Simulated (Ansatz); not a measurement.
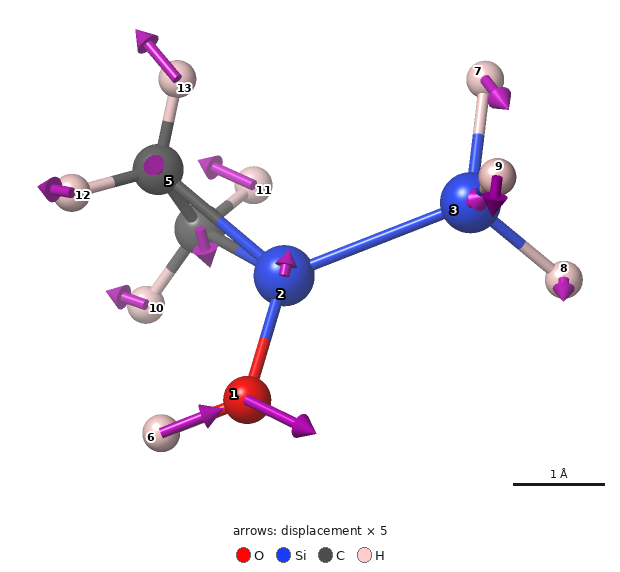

A relaxation of C2H8OSi2. The starting structure is drawn; purple arrows show the displacements, magnified 5 times. The two geometries are superimposed by the best rigid fit.

The picture is a ball-and-stick view, seen at a tilt.

The run prepares the start of a later molecular dynamics calculation, from a guessed geometry.

All numbers below come from RKS B3LYP/STO-3G (Ansatz 0.2.0). Set-up: no spin polarisation; force threshold 0.02 eV/Å; at most 40 steps.

> Describe the change and its energy.

Over 6 geometry steps the energy falls by 1.390 eV. Largest force component: 5.1 eV/Å at the start, 0.012 eV/Å at the end. The O atom moves most after the best rigid fit: 0.21 Å. Largest moves by element: O 0.21 Å, H 0.16 Å, C 0.10 Å, Si 0.07 Å. Near-neighbour distances that change, for instance: C–C 1.434 → 1.579 Å, O–Si 1.579 → 1.721 Å, H–Si 1.552 → 1.445 Å, C–H 1.028 → 1.095 Å. Bond angles that change, for instance: Si–O–H 119.2° → 103.8°, Si–C–H 111.2° → 120.9°, O–Si–Si 119.7° → 111.4°. The run took 24 s on 1 thread of Arm Neoverse V1 (shared host), peak memory 0.13 GiB.

Limits of the set-up: STO-3G is a minimal basis, so the numbers are rough.
